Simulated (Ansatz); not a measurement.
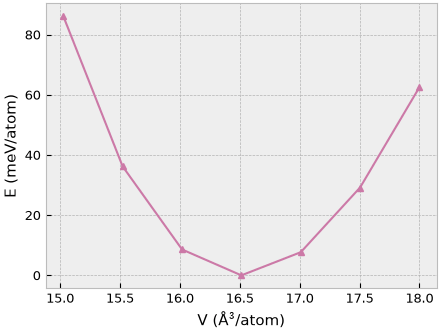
*NbAs (CsCl type, Pm-3m) under volume change, the program Ansatz at the r²SCAN level (PAW), scaled uniformly.*

What does a third-order Birch–Murnaghan fit give for V₀, B₀ and B′?

V₀ = 16.51 Å³/atom, B₀ = 174 GPa, B′ = 4.3.

A made-up cell: these elements were put on the sites of a structure type; neither database checked (COD, Materials Project) lists it. COD files the formula under space group No. 109, so this cell is another polymorph or a model. Whether it is the stable phase at ambient conditions was not checked. The r²SCAN relaxation kept the symmetry of its start; whether a distortion lowers the energy is not shown. The run is not spin-polarised.

Potentials: the earlier of the program's two PAW sets.
